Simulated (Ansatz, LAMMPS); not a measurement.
# Rapidly quenched Al54Cu46 (at. %) (111 atoms): support functions against a reference

Wanted: errors and times of a linear-scaling basis for rapidly quenched Al54Cu46 (at. %) (111 atoms). A setting counts as converged where the r.m.s. difference of forces stays under 1 % of the r.m.s. force.

Main program and level: Ansatz 0.2.0; Kohn-Sham DFT, PBE, PAW (set soft_2), plane waves.

**1. Set-up**

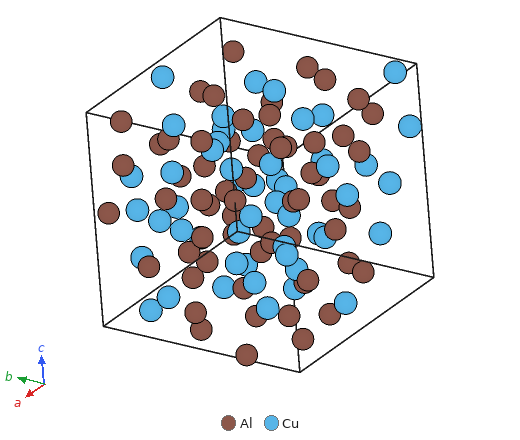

The starting structure, seen from a free direction (aluminium brown, copper blue). Some periodic images of atoms are drawn too.

The cell holds 111 atoms: 60 Al and 51 Cu. Cell: a = 11.739 Å, b = 11.739 Å, c = 11.739 Å, α = 90.0°, β = 90.0°, γ = 90.0°. It derives from Al20Cu17. 111 atoms (60 Al, 51 Cu) placed at random at 4.5 g/cm³, melted at 1800 K for 10 ps at fixed volume with the EAM Al-Cu potential (Cai and Ye, Phys. Rev. B 54, 8398 (1996)). Quenched from 1300 K to 300 K at 500 K/ps and zero pressure, held 5 ps, then minimised at fixed cell.

Limits known from the start: The quench rate of 500 K/ps far exceeds what a furnace or splat quench reaches, so expect more defects and frozen-in strain than in a real sample. The starting topology of bonds comes from the classical model, and needn't be the one that DFT or experiment would give. The electron count is odd and the run has no spin polarisation.

**2. Making the structure**

A classical potential makes the cell, at a small fraction of what the same run would cost in DFT.

This step: classical MD, EAM Al-Cu potential (Cai and Ye, Phys. Rev. B 54, 8398 (1996)) (LAMMPS 22 Jul 2025 - Update 4).

The input, in.lmp:

```
# melt-quench of Al60Cu51
units metal
atom_style atomic
boundary p p p
region box block 0 12.1529 0 12.1529 0 12.1529
create_box 2 box
mass 1 26.9815   # Al
mass 2 63.5460   # Cu
create_atoms 1 random 60 487918 NULL overlap 1.82 maxtry 2000
create_atoms 2 random 51 487925 NULL overlap 1.82 maxtry 2000
pair_style eam/alloy
pair_coeff * * AlCu.eam.alloy Al Cu
neigh_modify delay 0 every 1 check yes
thermo_style custom step time temp pe press density
thermo_modify norm yes
timestep 0.002
thermo 100
min_style cg
minimize 1e-4 1e-4 200 2000
reset_timestep 0
velocity all create 1800 487919 mom yes dist gaussian
fix lim all nve/limit 0.05
fix lan all langevin 1800 1800 0.2 487920 zero yes
thermo 500
run 1000 post no
unfix lim
unfix lan
thermo 833
fix md all nvt temp 1800 1800 0.2
run 5000 post no
unfix md
thermo 833
fix md all npt temp 1800 1300 0.2 iso 0 0 2
run 2500 post no
# [... 13 lines left out ...]
thermo 1250
fix md all npt temp 300 300 0.2 iso 0 0 2
run 2500 post no
unfix md
thermo 100
min_style cg
minimize 0 1e-3 2000 20000
write_dump all custom glass.dump id type xs ys zs modify sort id
```

Launch:

```bash
$ lmp -in in.lmp -log none -nocite
```

Numbers of over 12 decimals in the logs are rounded to 6 here.

What it wrote:

```text
LAMMPS (22 Jul 2025 - Update 4)
Created orthogonal box = (0 0 0) to (12.1529 12.1529 12.1529)
Created 60 atoms
Created 51 atoms
   Step          Time           Temp          PotEng         Press         Density
         0   0              0             -2.142614       357562.54      4.4959828
        71   0.142          0             -3.4904284     -82352.368      4.4959828
Loop time of 0.0388255 s on 1 core for 71 steps with 111 atoms
Minimization stats:
  Stopping criterion = energy tolerance
  Energy initial, next-to-last, final =
     -2.14261399701565  -3.49009407007833  -3.49042841397519
  Force two-norm initial, final = 76.020568 0.41619604
  Iterations, force evaluations = 71 94
   Step          Time           Temp          PotEng         Press         Density
         0   0              1800          -3.4904284     -67122.043      4.4959828
       500   1              1690.876      -3.2495604      36954.017      4.4959828
      1000   2              1622.6009     -3.2675111      28922.412      4.4959828
Loop time of 0.38193 s on 1 core for 1000 steps with 111 atoms
   Step          Time           Temp          PotEng         Press         Density
      1000   2              1622.6009     -3.2675111      28922.412      4.4959828
      1666   3.332          1619.5847     -3.2460707      34497.097      4.4959828
[... 5 lines left out ...]
[... 1 line left out ...]
Loop time of 1.93474 s on 1 core for 5000 steps with 111 atoms
   Step          Time           Temp          PotEng         Press         Density
[... 5 lines left out ...]
Loop time of 0.97121 s on 1 core for 2500 steps with 111 atoms
   Step          Time           Temp          PotEng         Press         Density
[... 6 lines left out ...]
Loop time of 2.41504 s on 1 core for 5000 steps with 111 atoms
== T1300: mean square displacement over the hold 32.95 A^2
   Step          Time           Temp          PotEng         Press         Density
[... 11 lines left out ...]
Loop time of 0.397082 s on 1 core for 1000 steps with 111 atoms
   Step          Time           Temp          PotEng         Press         Density
[... 2 lines left out ...]
     16250   32.5           305.75863     -3.5182939      5545.7796      4.9993125
     17000   34             321.48914     -3.5218306      1582.5752      4.987952
Loop time of 0.952751 s on 1 core for 2500 steps with 111 atoms
   Step          Time           Temp          PotEng         Press         Density
     17000   34             321.48914     -3.5218306      1582.5752      4.987952
     17020   34.04          321.48914     -3.5593135     -14185.688      4.987952
Loop time of 0.0254721 s on 1 core for 20 steps with 111 atoms
Minimization stats:
  Stopping criterion = linesearch alpha is zero
  Energy initial, next-to-last, final =
     -3.52183057619439   -3.5593135311525   -3.5593135311525
  Force two-norm initial, final = 6.2739533 0.088651638
  Iterations, force evaluations = 20 63
```

It took 7.4 s on 1 thread of Intel Xeon at 2.80GHz (Skylake/Cascade Lake), shared host; peak memory 0.35 GiB.

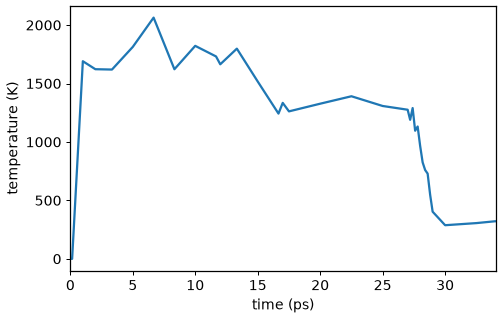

Temperature against time.

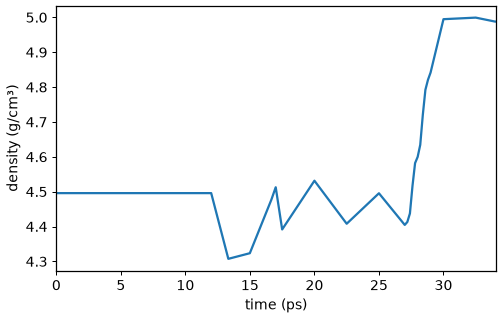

Density, plotted against time.

**3. Plane-wave single point**

The first run fixes the reference, at a cutoff of 420 eV.

The input, input.yaml:

```yaml
crystal:
  lattice:
    - [11.73944, 0.0, 0.0]
    - [0.0, 11.73944, 0.0]
    - [0.0, 0.0, 11.73944]
  atoms:
    - { symbol: Al, position: [0.0075, 0.47636, 0.82603] }
    - { symbol: Al, position: [0.31952, 0.83102, 0.81302] }
    - { symbol: Al, position: [0.03381, 0.71493, 0.46752] }
    - { symbol: Al, position: [0.18965, 0.22442, 0.06079] }
    - { symbol: Al, position: [0.21344, 0.17683, 0.64583] }
    - { symbol: Al, position: [0.61854, 0.81864, 0.57203] }
    - { symbol: Al, position: [0.75475, 0.69604, 0.02042] }
    - { symbol: Al, position: [0.59861, 0.72891, 0.18222] }
    - { symbol: Al, position: [0.32554, 0.93236, 0.30626] }
    - { symbol: Al, position: [0.60157, 0.05185, 0.61493] }
    - { symbol: Al, position: [0.88422, 0.90706, 0.92639] }
    - { symbol: Al, position: [0.06452, 0.36336, 0.6125] }
    - { symbol: Al, position: [0.49407, 0.77303, 0.39188] }
    - { symbol: Al, position: [0.72783, 0.78411, 0.80061] }
    - { symbol: Al, position: [0.02844, 0.97758, 0.16186] }
    - { symbol: Al, position: [0.4431, 0.22934, 0.62675] }
    - { symbol: Al, position: [0.05701, 0.6264, 0.25528] }
    - { symbol: Al, position: [0.72974, 0.13537, 0.27089] }
    - { symbol: Al, position: [0.77238, 0.90583, 0.19781] }
    - { symbol: Al, position: [0.28931, 0.37712, 0.53584] }
    - { symbol: Al, position: [0.24409, 0.51857, 0.35291] }
    - { symbol: Al, position: [0.82912, 0.74762, 0.57504] }
    - { symbol: Al, position: [0.11733, 0.40424, 0.18951] }
    - { symbol: Al, position: [0.47473, 0.91005, 0.13298] }
    - { symbol: Al, position: [0.98786, 0.21141, 0.2127] }
    - { symbol: Al, position: [0.82735, 0.64166, 0.22809] }
    - { symbol: Al, position: [0.66739, 0.50012, 0.13866] }
    - { symbol: Al, position: [0.5703, 0.34777, 0.99853] }
    - { symbol: Al, position: [0.25553, 0.06134, 0.86569] }
    - { symbol: Al, position: [0.11561, 0.86208, 0.92204] }
    - { symbol: Al, position: [0.78876, 0.56375, 0.75003] }
    - { symbol: Al, position: [0.65205, 0.56187, 0.57075] }
    - { symbol: Al, position: [0.17161, 0.79782, 0.64141] }
    - { symbol: Al, position: [0.32822, 0.16563, 0.43685] }
    - { symbol: Al, position: [0.84462, 0.08413, 0.06848] }
    - { symbol: Al, position: [0.23714, 0.97361, 0.53233] }
    - { symbol: Al, position: [0.77223, 0.16038, 0.49274] }
    - { symbol: Al, position: [0.98632, 0.93548, 0.53699] }
    - { symbol: Al, position: [0.50808, 0.75957, 0.93192] }
    - { symbol: Al, position: [0.09435, 0.24696, 0.82238] }
    - { symbol: Al, position: [0.74082, 0.22764, 0.92696] }
    - { symbol: Al, position: [0.9555, 0.52602, 0.06758] }
    - { symbol: Al, position: [0.52724, 0.17597, 0.82775] }
    - { symbol: Al, position: [0.17222, 0.44154, 0.96387] }
    - { symbol: Al, position: [0.36215, 0.38787, 0.06422] }
    - { symbol: Al, position: [0.43329, 0.11644, 0.235] }
    - { symbol: Al, position: [0.72, 0.35613, 0.36247] }
    - { symbol: Al, position: [0.96155, 0.29683, 0.00031] }
    - { symbol: Al, position: [0.60828, 0.10749, 0.07539] }
    - { symbol: Al, position: [0.83682, 0.40009, 0.57473] }
    - { symbol: Al, position: [0.25554, 0.99613, 0.08624] }
    - { symbol: Al, position: [0.64215, 0.38702, 0.77224] }
    - { symbol: Al, position: [0.62167, 0.5623, 0.35611] }
    - { symbol: Al, position: [0.44175, 0.50287, 0.25036] }
    - { symbol: Al, position: [0.81119, 0.96871, 0.67546] }
    - { symbol: Al, position: [0.25612, 0.74577, 0.4182] }
    - { symbol: Al, position: [0.95662, 0.16177, 0.62481] }
    - { symbol: Al, position: [0.43446, 0.46441, 0.85222] }
    - { symbol: Al, position: [0.93291, 0.67813, 0.8916] }
    - { symbol: Al, position: [0.1862, 0.57479, 0.5696] }
    - { symbol: Cu, position: [0.34258, 0.62651, 0.70537] }
    - { symbol: Cu, position: [0.02938, 0.48265, 0.42972] }
    - { symbol: Cu, position: [0.53768, 0.89128, 0.75824] }
    - { symbol: Cu, position: [0.46588, 0.58985, 0.05554] }
    - { symbol: Cu, position: [0.18957, 0.11972, 0.26386] }
    - { symbol: Cu, position: [0.71883, 0.76024, 0.3761] }
    - { symbol: Cu, position: [0.07759, 0.00431, 0.74024] }
    - { symbol: Cu, position: [0.68717, 0.02406, 0.84848] }
    - { symbol: Cu, position: [0.79222, 0.44713, 0.9476] }
    - { symbol: Cu, position: [0.40248, 0.17282, 0.02166] }
    - { symbol: Cu, position: [0.90208, 0.42989, 0.26233] }
    - { symbol: Cu, position: [0.55753, 0.16952, 0.41637] }
    - { symbol: Cu, position: [0.8402, 0.57383, 0.43539] }
    - { symbol: Cu, position: [0.62998, 0.32219, 0.5627] }
    - { symbol: Cu, position: [0.39705, 0.8044, 0.59882] }
    - { symbol: Cu, position: [0.92198, 0.04859, 0.34748] }
    - { symbol: Cu, position: [0.46822, 0.45446, 0.64011] }
    - { symbol: Cu, position: [0.97249, 0.81171, 0.73041] }
    [... 27 atom lines left out ...]
    - { symbol: Cu, position: [0.7643, 0.94779, 0.45046] }
    - { symbol: Cu, position: [0.45356, 0.98029, 0.48128] }
    - { symbol: Cu, position: [0.62179, 0.5678, 0.90705] }
    - { symbol: Cu, position: [0.32306, 0.3093, 0.26482] }
    - { symbol: Cu, position: [0.05466, 0.07483, 0.96794] }
    - { symbol: Cu, position: [0.87628, 0.32255, 0.77719] }
kpoints:
  mp_grid: { grid: [2, 2, 2] }
hamiltonian:
  xc: pbe
scf:
  occupations: { method: fermi_dirac, width: 0.1 }
output:
  forces: true
  stress: true
  populations: true
  dos:
    method: { smearing: { sigma: 0.08 } }
    de: 0.1
    projected: { site_lists: { Al: [Al], Cu: [Cu] } }
  eigenvalues: true
  write_density: true
  write_potential: true
  volumetric_format: npy
```

Launch:

```bash
$ ansatz run input.yaml --threads 8 --pin off --max-ram 15872MiB --backend cpu --events-out ev --progress --plain --runs-dir out
```

What it wrote:

```text
Engine: ansatz 0.2.0, aarch64-unknown-linux-gnu
Pseudopotentials: kind: paw
Pseudopotential: Al, paw, valence charge 3, recommended cutoff 420 eV (normal), Al.paw.azcp
Pseudopotential: Cu, paw, valence charge 19, recommended cutoff 420 eV (normal), Cu.paw.azcp
[... 5 lines on functional and potentials left out ...]
Crystal: 111 atoms, lattice volume = 1617.864 Å³
Basis set: ecut = 420 eV, 31463 PW (Γ), exchange–correlation on 160×160×160 points (8 copies of the dense FFT grid, shifted against one another)
Bands: 690, of which v1, the nominal top of the filled ones, is band 575 counted from 1 (574 counted from 0)
Symmetry: 1 space group operations
Space group: P1 (ITA 1), of the structure as read, at distance tolerance 1.2e-4 Å
k-points: 8
[... 5 lines on functional and potentials left out ...]
Initial density: superposition of atomic densities (neutral atoms: chi_scale 0, normalization atom), corrected by the library's trained network
Initial wavefunctions: pseudopotential atomic-orbital guess
Functional: x = pbe(κ = 0.804, μ = 0.219515), c = pbe(β = 0.066725)
SCF iter   1: F=—  HF=-370137.559309 eV  |F-HF|=—  |Δ(HF+E_count)|=         —  Δρ=2.69e-3  dr2=2.56e-1  ethr=1.77e-3  ⟨swp⟩=5.6  Hψ=21202  notcnv=0  defer=289
preconditioner: auto → Kerker (q_TF=auto, 2.577 Å⁻¹)  [metal: Δε(μ)=0.011 eV  Ē_g=6.579 eV  σ=0.100 eV  W_gap=0.03  n_scr=460 (ndim 8)  ℏωp=25.1 eV  f_vac=0.000  D(μ)=38.90/eV (n_scr^D=250)]
SCF iter   2: F=—  HF=-370137.551984 eV  |F-HF|=—  |Δ(HF+E_count)|=   7.33e-3  Δρ=1.34e-3  dr2=9.40e-2  ethr=2.23e-5  ⟨swp⟩=2.0  Hψ=6399  notcnv=0  defer=322
SCF iter   3: F=—  HF=-370137.546553 eV  |F-HF|=—  |Δ(HF+E_count)|=   5.43e-3  Δρ=1.20e-3  dr2=3.67e-2  ethr=8.18e-6  ⟨swp⟩=2.2  Hψ=8119  notcnv=0  defer=322
SCF iter   4: F=—  HF=-370137.541207 eV  |F-HF|=—  |Δ(HF+E_count)|=   5.35e-3  Δρ=1.72e-4  dr2=1.73e-3  ethr=3.19e-6  ⟨swp⟩=2.1  Hψ=7090  notcnv=0  defer=322
SCF iter   5: F=—  HF=-370137.541036 eV  |F-HF|=—  |Δ(HF+E_count)|=   1.71e-4  Δρ=1.00e-4  dr2=2.03e-4  ethr=1.50e-7  ⟨swp⟩=2.2  Hψ=8006  notcnv=0  defer=322
SCF iter   6: F=—  HF=-370137.541056 eV  |F-HF|=—  |Δ(HF+E_count)|=   1.98e-5  Δρ=6.37e-5  dr2=4.87e-5  ethr=1.77e-8  ⟨swp⟩=2.0  Hψ=8218  notcnv=0  defer=322
SCF iter   7: F=—  HF=-370137.540070 eV  |F-HF|=—  |Δ(HF+E_count)|=   9.86e-4  Δρ=1.72e-5  dr2=8.70e-6  ethr=4.24e-9  ⟨swp⟩=2.0  Hψ=9556  notcnv=0  defer=322
SCF iter   8: F=—  HF=-370137.540070 eV  |F-HF|=—  |Δ(HF+E_count)|=   4.72e-7  Δρ=5.29e-6  dr2=1.16e-6  ethr=7.57e-10  ⟨swp⟩=2.1  Hψ=7359  notcnv=0  defer=322
SCF iter   9: F=—  HF=-370137.540070 eV  |F-HF|=—  |Δ(HF+E_count)|=   1.12e-7  Δρ=3.91e-6  dr2=2.69e-7  ethr=1.01e-10  ⟨swp⟩=2.0  Hψ=7631  notcnv=0  defer=322
SCF iter  10: F=-370137.540070 eV  HF=-370137.540070 eV  |F-HF|=3.26e-8  |Δ(HF+E_count)|=   4.07e-8  Δρ=1.71e-6  dr2=4.52e-8  ethr=8.70e-12  ⟨swp⟩=12.4  Hψ=36085  notcnv=0
SCF 1 converged in 10 iterations: F = -370137.540070 eV  dr2 = 4.52e-8
  greatest PAW one-centre occupation: 1.000 electrons in one spin orbital (limit 2), on the Cu atom at site 66 (counted from 0), in its partial waves of l = 0
SCF converged after 10 iterations
Free energy (F): -370137.540070 eV
Harris-Foulkes:  -370137.540070 eV  (|F-HF|=3.26e-8)
Internal energy: -370136.249736 eV  (E = F + TS)
E sigma→0 (E₀):  -370136.894903 eV
Entropy (-TS):   -1.290333 eV (-11.625 meV/atom)
Fermi energy:    11.244142 eV
--- Per-component energies (eV) ---
  E_band       = -23033.413688
  E_kinetic    = 16640.497233
  E_local      = -310462.082124  (includes V_loc(G=0)·N_el)
  E_nonlocal   = 20450.060923
  E_hartree    = 140588.162337
  E_xc         = -6944.762811
  E_vxc        = -7622.482365  (∫ρ·V_xc dr)
  E_paw        = -112819.148006  (= ΣΔE_a)
  E_vpaw       = -23215.712132  (= ΣTr[D̂ρ^β])
  E_aug_tail   = 0.014266  (compensation charges beyond the density's cutoff)
  E_ewald      = -117588.991554
  E_smearing   = -1.290333  (= −TS)
  E_closure    = -0.000000  (closes the sum)
  Σ components = -370137.540070   (vs F -370137.540070, Δ=0.00e0)
--- Forces (eV/Å), atoms counted from 1 ---
  atom   1  Al    -0.40066240    -0.15829796    -0.39159872
  atom   2  Al     0.58493500    -0.13400245    -0.02311241
  atom   3  Al    -0.18973434    -0.33770194    -0.06064879
  atom   4  Al     0.12382456    -0.27760658    -0.00449752
  atom   5  Al     0.14305534    -0.34260122     0.08670248
  atom   6  Al    -0.22729074     0.21221178     0.19619572
  atom   7  Al    -0.06866969     0.14062733    -0.03432538
  atom   8  Al    -0.11022735    -0.12884776     0.18073449
  atom   9  Al    -0.26669771    -0.11616512     0.20228014
  atom  10  Al    -0.24485446     0.14934531     0.10551190
  atom  11  Al    -0.06737694     0.06099115    -0.11089789
  atom  12  Al     0.02693389     0.30053409    -0.19456483
  atom  13  Al    -0.22589247     0.12039997    -0.18031526
  atom  14  Al    -0.36229977    -0.00328633     0.03120613
[...]
atom 110  Cu     0.15560483    -0.17884290    -0.03877086
  atom 111  Cu     0.38016992     0.12239266     0.17022773
  max |Σ_I F_I| component: 6.98e-6 eV/Å
--- Stress (GPa, compression-positive) ---
       -1.618452      -0.018987       0.527686
       -0.018987      -1.976134      -0.328630
        0.527686      -0.328630      -1.757043
  P = ⅓ Tr σ = -1.7839 GPa (-17.839 kbar)
--- Band table (eV; the first three rows and the last of 8) ---
  k-point 0: bands = ["-102.2160", "-102.1858", "-102.1544", "-102.1409", [... 674 levels ...], "15.9887", "16.0232", "16.0724", "16.0822", "16.1127", "16.1836", "16.2085", "16.2270", "16.2542", "16.3379", "16.3603", "16.3763"]
[...]
--- Löwdin populations: 111 sites ---
  site symbol       q [e]
     0     Al      3.3215
     1     Al      3.5111
     2     Al      3.3405
[...]
110     Cu     18.4117
  spilling = 0.007073 (of n_electrons = 1149.000000)
```

The job ended after 5.4 min (8 threads of Arm Neoverse V2, shared host; peak memory 12 GiB; 42 min of CPU time).

The column dr2 measures how far the density is from self-consistency, as an energy; F and HF (Harris–Foulkes) agree once it is small.

The program notes that it cut back its work space to fit the memory limit.

Read from the output:

```
free energy                             : -370137.5401 eV
free energy per atom                    : -3334.5724 eV/atom
SCF cycles                              : 10
pressure                                : -1.784 GPa
r.m.s. force component                  : 0.2232 eV/Å
longest force                           : 0.8538 eV/Å
Fermi energy                            : 11.24 eV
levels partly filled by over 2 per cent : 122
spilling of the projection              : 0.007073
```

The r.m.s. force component of 0.22 eV/Å sets the scale for the differences below.

(Part 1 of 2 ends here.)

[Logs are printed without paths, hosts, clocks, repeated set-up lines and the standing remarks that a program may print on its own settings, such as how far it seeks lower states.]

[Hosts, paths, dates, database ids (printed as entryN), source tags and the programs' standing remarks are cut or masked in the printed files.]
